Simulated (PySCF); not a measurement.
# C6H6N2: excited states, first hyperpolarisability

Aim: compute the excited states, first hyperpolarisability of C6H6N2 (`[C-]#[N+]c1cccn1C`).

Programs: PySCF 2.14.0, with routines of our own; each step states its level. All values are computed. Atoms count from 0.

### 1 The system as given

14 atoms, charge 0, multiplicity 1; geometry from: GFN2-xTB.

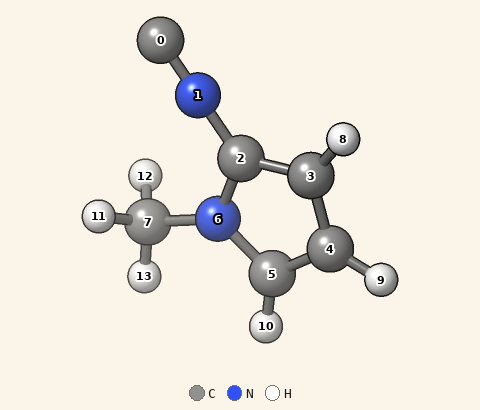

The starting geometry (carbon grey, nitrogen blue, hydrogen white).

### 2 Optimising the geometry at PBE0-D3(BJ)/def2-SVP

Job settings and geometry (Å):

```
{"job": {"xc": "PBE0", "basis": "def2-SVP", "d3": "d3bj", "grid": 2, "kind": "geom"}, "charge": 0, "multiplicity": 1}
C     -1.913619     2.322795    -1.094072
N     -1.024618     1.636507    -0.765663
C     -0.002242     0.848557    -0.389362
C      1.357840     1.068833    -0.469056
C      1.976032    -0.072585     0.061526
C      0.982258    -0.938957     0.442402
N     -0.221519    -0.380879     0.168937
C     -1.513831    -0.956755     0.412843
H      1.832251     1.945678    -0.861669
H      3.030689    -0.238258     0.152479
H      1.050276    -1.911382     0.888661
H     -2.093196    -0.326342     1.092057
H     -2.072093    -1.056948    -0.521322
H     -1.388905    -1.940737     0.860071
```

The run is started by

```sh
OMP_NUM_THREADS=1 python excited_run.py task.json out
```

This one command runs all jobs of the session in turn.

Standard output:

```text
step   0  E = -341.05642010  max force = 0.014654
step   1  E = -341.05787618  max force = 0.002184
step   2  E = -341.05788500  max force = 0.000648
step   3  E = -341.05788461  max force = 0.001158
step   4  E = -341.05788803  max force = 0.000489
step   5  E = -341.05788541  max force = 0.001377
step   6  E = -341.05788864  max force = 0.000620
step   7  E = -341.05788965  max force = 0.000100
optimisation converged
```

It took 68 s on 1 thread of Arm Neoverse V2, shared host; peak memory 0.71 GiB.

Step by step:

```
step  energy from step 0 (eV)  largest force component (eV/Å)
   0                   0.0000                          0.7535
   1                  -0.0396                          0.1123
   2                  -0.0399                          0.0333
   3                  -0.0399                          0.0595
   4                  -0.0399                          0.0251
   5                  -0.0399                          0.0708
   6                  -0.0400                          0.0319
   7                  -0.0400                          0.0051
```

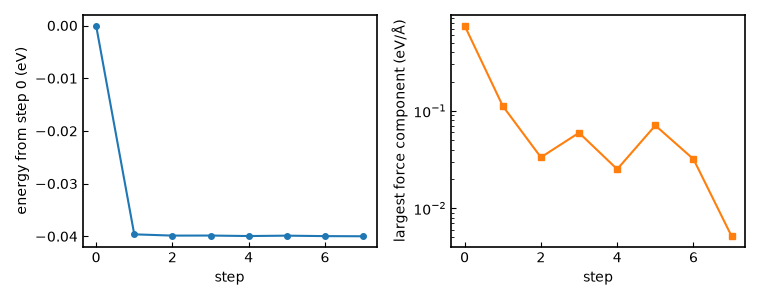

Energy and force, step by step.

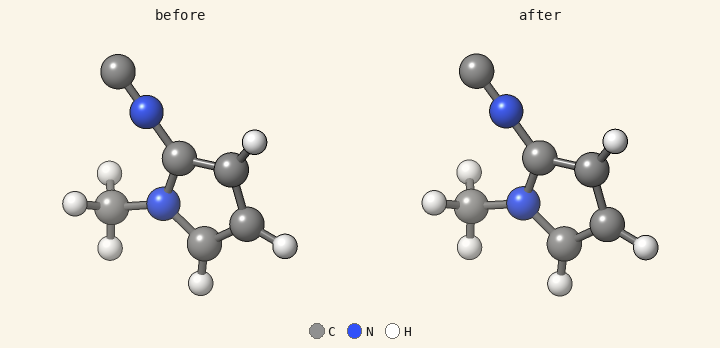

Before and after, at one scale.

Close pairs (by a distance rule), those that changed most:

```
  bond  before (Å)  after (Å)  change (Å)
 C4–H9       1.071      1.088      +0.016
C5–H10       1.072      1.088      +0.016
 C3–H8       1.071      1.087      +0.015
 N1–C2       1.345      1.359      +0.014
 C3–C4       1.402      1.414      +0.012
 C4–C5       1.372      1.382      +0.010
 C5–N6       1.355      1.364      +0.010
C7–H13       1.088      1.096      +0.008
```

The final coordinates are the input of the step that follows.

```
                         at the end point                value
  point group (found at 0.08 Å tolerance)                   Cs
rotational constants (GHz, main isotopes)  3.761, 2.110, 1.363
                        dipole moment (D)                 3.88
```

### 3 Excited states: TDA CAM-B3LYP/def2-TZVP

Job settings and geometry (Å):

```
{"job": {"kind": "states", "xc": "CAM-B3LYP", "basis": "def2-TZVP", "tda": true, "soc": true, "nstates": 6, "ntriplets": 5, "nquad": 4}, "charge": 0, "multiplicity": 1}
C     -1.697070     2.095955    -1.020974
N     -0.782872     1.425136    -0.699974
C      0.258560     0.637766    -0.323638
C      1.624466     0.853110    -0.400660
C      2.240235    -0.300725     0.136444
C      1.234150    -1.168189     0.517214
N      0.028294    -0.595295     0.236395
C     -1.275127    -1.162241     0.475051
H      2.099053     1.745156    -0.801083
H      3.308066    -0.481818     0.235880
H      1.284656    -2.156173     0.969584
H     -1.858867    -0.530421     1.161032
H     -1.836399    -1.265665    -0.465538
H     -1.152428    -2.154443     0.925200
```

Level: TDA CAM-B3LYP/def2-TZVP excited states, vertical, gas phase, spin-orbit mean-field couplings.

Standard output:

```text
coarse grid: 12360 points
cycle   1  E = -341.6014950020  dE =  1.647e+00  |g| = 4.117e-01  |ddm| = 3.109e+00
cycle   2  E = -341.5903676015  dE =  1.113e-02  |g| = 4.905e-01  |ddm| = 7.032e-01
cycle   3  E = -341.6440854256  dE = -5.372e-02  |g| = 8.705e-02  |ddm| = 3.375e-01
cycle   4  E = -341.6452581529  dE = -1.173e-03  |g| = 5.136e-02  |ddm| = 8.508e-02
cycle   5  E = -341.6457737216  dE = -5.156e-04  |g| = 1.228e-02  |ddm| = 3.194e-02
cycle   6  E = -341.6458054280  dE = -3.171e-05  |g| = 3.807e-03  |ddm| = 1.093e-02
cycle   7  E = -341.6458082909  dE = -2.863e-06  |g| = 1.203e-03  |ddm| = 3.665e-03
final grid: 121464 points
cycle   8  E = -341.6373440606  dE = -3.907e-05  |g| = 4.365e-03  |ddm| = 6.789e-02
cycle   9  E = -341.6373435725  dE =  4.881e-07  |g| = 4.664e-03  |ddm| = 8.047e-03
cycle  10  E = -341.6373481854  dE = -4.613e-06  |g| = 7.399e-04  |ddm| = 3.069e-03
cycle  11  E = -341.6373482874  dE = -1.020e-07  |g| = 2.946e-04  |ddm| = 7.944e-04
cycle  12  E = -341.6373483046  dE = -1.719e-08  |g| = 9.948e-05  |ddm| = 2.489e-04
cycle  13  E = -341.6373483067  dE = -2.102e-09  |g| = 3.324e-05  |ddm| = 8.264e-05
cycle  14  E = -341.6373483069  dE = -2.560e-10  |g| = 1.342e-05  |ddm| = 3.320e-05
converged SCF energy = -341.6373483069

Singlet excitations
state   eV       nm        f     d(h-e)  d(exc)  Lambda  PR(NTO)  |dmu|/D   mu/D   main configurations
  1   5.6720   218.6   0.42506   1.173   3.123   0.737   1.217    3.079    6.647   H->L 0.88
  2   5.7403   216.0   0.00004   2.164   3.378   0.337   1.006    6.848   10.207   H->L+1 0.88
  3   6.2937   197.0   0.07428   0.572   3.080   0.602   1.595    1.332    4.725   H-1->L 0.70, H->L+3 0.23
  4   6.7330   184.1   0.00262   1.780   3.737   0.292   1.014    6.366    5.315   H->L+2 0.87
  5   7.2467   171.1   0.00184   1.178   3.654   0.347   1.030                     H->L+4 0.93
  6   7.4494   166.4   0.30218   0.431   3.111   0.689   1.757                     H->L+3 0.66, H-1->L 0.18

Triplet excitations (Tamm-Dancoff)
state   eV     d(h-e)  d(exc)  Lambda  PR(NTO)   main configurations
  1   3.6926   0.570   2.812   0.744   1.080   H->L 0.91
  2   4.9481   0.668   2.764   0.577   1.250   H-1->L 0.79, H->L+3 0.11
  3   5.3825   0.397   2.707   0.722   1.396   H->L+3 0.73, H-1->L 0.11
  4   5.4948   1.975   3.251   0.342   1.034   H->L+1 0.83
  5   5.7167   0.679   1.835   0.593   1.002   H-2->L+1 0.87
S1 - T1 = 1.9794 eV

Spin-orbit couplings |<S|Hso|T>| (cm-1)
             T1       T2       T3       T4       T5
S0        0.007    0.114    0.199    1.231   20.790
S1        0.020    0.030    0.077   13.664    0.797
S2        7.434    1.615    7.005    0.104    0.804
S3        0.034    0.001    0.004    2.080    0.142
S4        0.871    0.590    1.581    0.252    0.154
S5        1.025    0.467    1.293    2.127    0.341
S6        0.073    0.017    0.042   12.734    0.404
T1 sublevels (cm-1): 0.000 0.000 0.000   radiative rates (1/s): 0.000248 0.00166 0.00819
```

It took 81 s on 1 thread of Arm Neoverse V2, shared host; peak memory 1.1 GiB.

In short:

```
  quantity    value
S1 less T1  1.98 eV
```

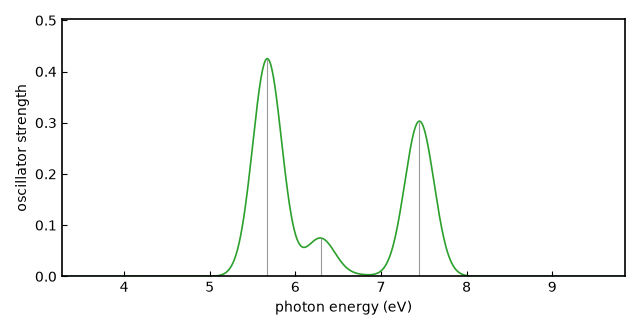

Absorption lines of the singlets. Lines are broadened to a width of 0.40 eV (Gaussian).

Orbitals, density, ELF and potential are computed afterwards from the orbital file.

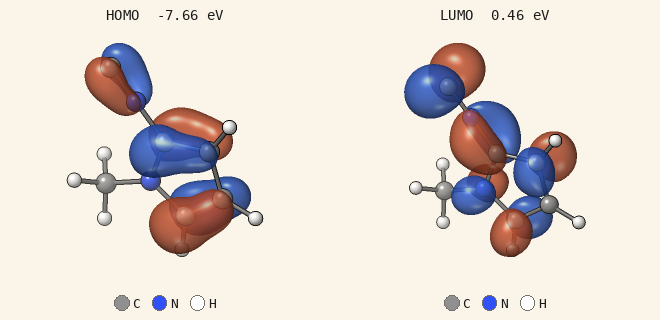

CAM-B3LYP/def2-TZVP orbitals near the gap, drawn at the value that encloses 70 % of each; the two colours are the two signs.

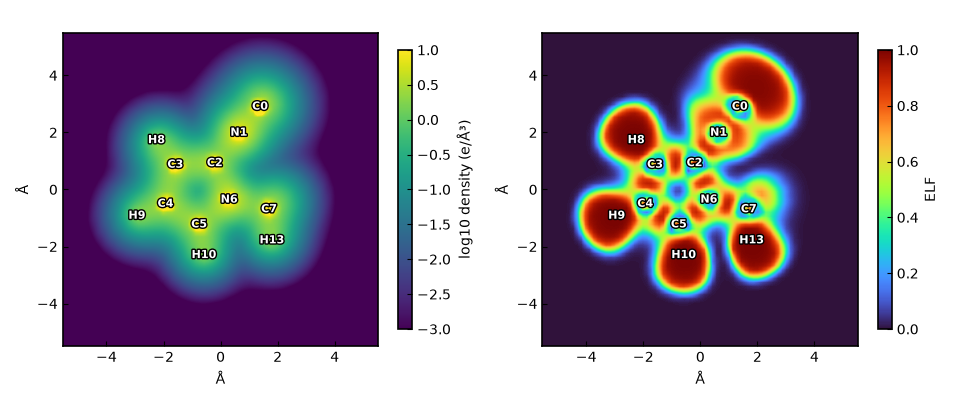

Density (left) and ELF (right) in a plane through or near 12 of the atoms.

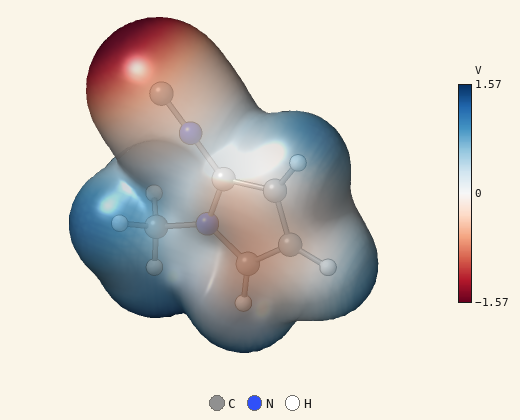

Electrostatic potential on the surface of density 0.002 e/bohr³; red is low, blue high. It runs from -1.57 V near C0 to 1.46 V near H13.

### 4 Excited states: TDDFT CAM-B3LYP/aug-cc-pVDZ

Settings changed since step 3:

```diff
@@ -1,2 +1,2 @@
-{"job": {"kind": "states", "xc": "CAM-B3LYP", "basis": "def2-TZVP", "tda": true, "soc": true, "nstates": 6, "ntriplets": 5, "nquad": 4}, "charge": 0, "multiplicity": 1}
+{"job": {"kind": "states", "xc": "CAM-B3LYP", "basis": "aug-cc-pVDZ", "tpa": true, "nstates": 8, "nquad": 6, "ntriplets": 0}, "charge": 0, "multiplicity": 1}
 C     -1.697070     2.095955    -1.020974
```

With the program's defaults for keys left out, this is: TDDFT CAM-B3LYP/aug-cc-pVDZ excited states, vertical, gas phase, two-photon moments by quadratic response.

Standard output:

```text
coarse grid: 12360 points
cycle   1  E = -341.4753969327  dE =  1.696e+00  |g| = 3.827e-01  |ddm| = 2.028e+01
cycle   2  E = -341.4654515732  dE =  9.945e-03  |g| = 4.648e-01  |ddm| = 2.638e+00
cycle   3  E = -341.5159906209  dE = -5.054e-02  |g| = 7.602e-02  |ddm| = 1.316e+00
cycle   4  E = -341.5168818783  dE = -8.913e-04  |g| = 4.761e-02  |ddm| = 2.245e-01
cycle   5  E = -341.5173552658  dE = -4.734e-04  |g| = 1.086e-02  |ddm| = 1.586e-01
cycle   6  E = -341.5173813442  dE = -2.608e-05  |g| = 3.454e-03  |ddm| = 3.141e-02
cycle   7  E = -341.5173838962  dE = -2.552e-06  |g| = 9.088e-04  |ddm| = 1.126e-02
final grid: 121464 points
cycle   8  E = -341.5460752530  dE = -1.656e-05  |g| = 3.508e-03  |ddm| = 2.449e-01
cycle   9  E = -341.5460749913  dE =  2.616e-07  |g| = 3.847e-03  |ddm| = 2.600e-02
cycle  10  E = -341.5460783915  dE = -3.400e-06  |g| = 6.039e-04  |ddm| = 1.033e-02
cycle  11  E = -341.5460784692  dE = -7.769e-08  |g| = 1.952e-04  |ddm| = 2.621e-03
cycle  12  E = -341.5460784768  dE = -7.603e-09  |g| = 9.152e-05  |ddm| = 7.414e-04
cycle  13  E = -341.5460784787  dE = -1.921e-09  |g| = 2.441e-05  |ddm| = 2.976e-04
cycle  14  E = -341.5460784789  dE = -1.642e-10  |g| = 1.045e-05  |ddm| = 9.519e-05
converged SCF energy = -341.5460784789

Singlet excitations
state   eV       nm        f     d(h-e)  d(exc)  Lambda  PR(NTO)  |dmu|/D   mu/D   delta(TPA)   sigma/GM   main configurations
  1   5.3693   230.9   0.34218   1.029   3.213   0.695   1.240    2.829    6.363      241.16      2.547   H->L+1 0.94
  2   5.5493   223.4   0.00994   1.534   4.506   0.189   1.018    6.467    3.550      100.08      1.129   H->L 0.82
  3   5.6550   219.2   0.00033   1.971   3.664   0.256   1.019    6.421    9.910        6.26      0.073   H->L+7 0.45, H->L+5 0.26, H->L+2 0.18
  4   6.0706   204.2   0.02870   0.501   3.291   0.489   1.841    1.329    4.315      268.25      3.622   H-1->L+1 0.65, H->L+9 0.15, H->L+4 0.11
  5   6.1504   201.6   0.00406   1.384   4.827   0.191   1.047    6.736    3.413       81.78      1.133   H->L+2 0.55, H->L+3 0.19
  6   6.1985   200.0   0.00572   0.649   4.820   0.186   1.068    3.569    2.840       51.94      0.731   H->L+3 0.62, H->L+2 0.17
  7   6.4538   192.1   0.09607   1.424   4.331   0.314   1.424                                            H->L+4 0.71, H-1->L+1 0.18
  8   6.5374   189.7   0.02430   1.295   4.449   0.181   1.155                                            H-1->L 0.74
```

Run time: 71 s. Hardware: 1 thread of Arm Neoverse V2, shared host; peak memory 0.95 GiB.

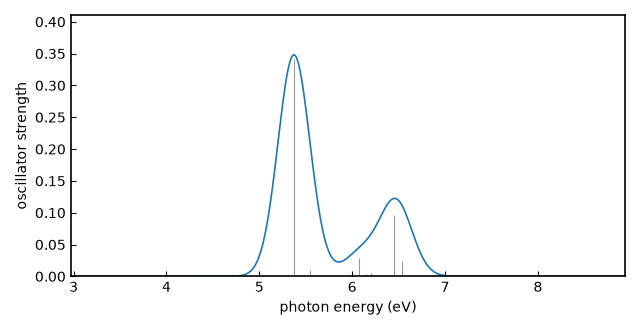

Absorption lines of the singlets. Lines are broadened to a width of 0.40 eV (Gaussian).

### 5 First hyperpolarisability: quadratic response CAM-B3LYP/aug-cc-pVDZ

Settings changed since step 4:

```diff
@@ -1,2 +1,2 @@
-{"job": {"kind": "states", "xc": "CAM-B3LYP", "basis": "aug-cc-pVDZ", "tpa": true, "nstates": 8, "nquad": 6, "ntriplets": 0}, "charge": 0, "multiplicity": 1}
+{"job": {"kind": "beta", "xc": "CAM-B3LYP", "basis": "aug-cc-pVDZ"}, "charge": 0, "multiplicity": 1}
 C     -1.697070     2.095955    -1.020974
```

Level: quadratic response CAM-B3LYP/aug-cc-pVDZ first hyperpolarisability, Taylor convention, gas phase.

Standard output:

```text
coarse grid: 12360 points
cycle   1  E = -341.4753969327  dE =  1.696e+00  |g| = 3.827e-01  |ddm| = 2.028e+01
cycle   2  E = -341.4654515732  dE =  9.945e-03  |g| = 4.648e-01  |ddm| = 2.638e+00
cycle   3  E = -341.5159906209  dE = -5.054e-02  |g| = 7.602e-02  |ddm| = 1.316e+00
cycle   4  E = -341.5168818783  dE = -8.913e-04  |g| = 4.761e-02  |ddm| = 2.245e-01
cycle   5  E = -341.5173552658  dE = -4.734e-04  |g| = 1.086e-02  |ddm| = 1.586e-01
cycle   6  E = -341.5173813442  dE = -2.608e-05  |g| = 3.454e-03  |ddm| = 3.141e-02
cycle   7  E = -341.5173838962  dE = -2.552e-06  |g| = 9.088e-04  |ddm| = 1.126e-02
final grid: 121464 points
cycle   8  E = -341.5460752530  dE = -1.656e-05  |g| = 3.508e-03  |ddm| = 2.449e-01
cycle   9  E = -341.5460749913  dE =  2.616e-07  |g| = 3.847e-03  |ddm| = 2.600e-02
cycle  10  E = -341.5460783915  dE = -3.400e-06  |g| = 6.039e-04  |ddm| = 1.033e-02
cycle  11  E = -341.5460784692  dE = -7.769e-08  |g| = 1.952e-04  |ddm| = 2.621e-03
cycle  12  E = -341.5460784768  dE = -7.603e-09  |g| = 9.152e-05  |ddm| = 7.414e-04
cycle  13  E = -341.5460784787  dE = -1.921e-09  |g| = 2.441e-05  |ddm| = 2.976e-04
cycle  14  E = -341.5460784789  dE = -1.642e-10  |g| = 1.045e-05  |ddm| = 9.519e-05
converged SCF energy = -341.5460784789

Lowest singlets (eV, f): 5.3693 0.3422  5.5493 0.0099  5.6550 0.0003

First hyperpolarisability (au)
process     nm      |vector|   parallel      HRS      DR
static         -      367.07     189.02     180.09   3.277
shg       1907.0      396.12     203.51     194.07   3.302
eope      1907.0      376.35     193.65          -       -
shg       1064.0      476.08     243.22     232.34   3.368
eope      1064.0      398.31      204.6          -       -
```

Wall time 60 s (1 thread of Arm Neoverse V2, shared host); peak memory 0.92 GiB.

### 6 Outcome

| quantity | value |
| --- | --- |
| point group | Cs |
| rotational constants (main isotopes) | 3.76, 2.11, 1.36 GHz |
| S1 less T1 (step 3, TDA CAM-B3LYP/def2-TZVP) | 1.98 eV |
| surface potential, least and greatest | -1.57 V and 1.46 V |
| β vector (step 5, quadratic response CAM-B3LYP/aug-cc-pVDZ) | static 367, SHG 1907.0 nm 396, SHG 1064.0 nm 476 au |

**Reading.** Over 7 steps the energy fell by 0.040 eV; of the close pairs, C4–H9 changed most, 1.071 to 1.088 Å. In step 3, the number of triplets below S1 is 4, and the largest singlet-triplet spin-orbit coupling is S0–T5, 20.79 cm⁻¹. β grows from 367 au (static) to 476 au for doubling at 1064.0 nm: normal dispersion, which grows as twice the photon energy moves toward the bright states.
